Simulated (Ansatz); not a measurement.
# Cl3F3Mo: the cost of one run

Computed with Ansatz 0.2.0, Gaussian basis. Level: the settings change from run to run.

## (1) The geometry

The geometry comes from an earlier relaxation with PBE0-D4 in a triple-zeta def2 set; it is a stationary point, not always the lowest conformer. Mo takes a core potential in def2 sets; no spin-orbit term is included.

SMILES `[F][Mo]([F])([F])([Cl])([Cl])[Cl]`, 7 atoms, charge 0, spin multiplicity 1.

Atoms are counted from 1 here; the program's logs count them from 0.

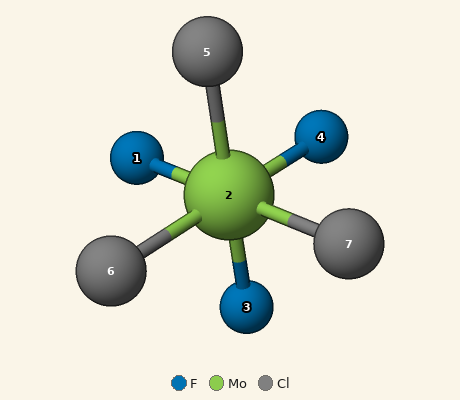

The geometry (fluorine blue, molybdenum green, chlorine grey); atoms are numbered from 1 in the order of the file.

## (2) B97/ANO-RCC-VTZP

in.yaml reads:

```yaml
crystal:
  periodic: [false, false, false]
  atoms:
    - {symbol: F, position_ang: [-1.383813, -0.041524, -1.252450]}
    - {symbol: Mo, position_ang: [-0.029407, -0.044198, -0.011235]}
    - {symbol: F, position_ang: [-1.302296, -0.470105, 1.243121]}
    - {symbol: F, position_ang: [0.133029, -1.846817, -0.326221]}
    - {symbol: Cl, position_ang: [1.463118, 0.370918, -1.646395]}
    - {symbol: Cl, position_ang: [-0.387508, 2.145584, 0.376659]}
    - {symbol: Cl, position_ang: [1.568078, -0.181959, 1.570823]}
basis:
  gaussian: {orbitals: ANO-RCC-VTZP}
hamiltonian: {xc: {name: B97}}
```

Launch:

```console
ansatz run in.yaml --threads 4 --pin off --events-out ev --progress --plain --max-ram 11315MiB
```

What time and memory should one allow on 4 threads of Arm Neoverse V1, shared host?

About 27 s, with a peak of 1.4 GiB.
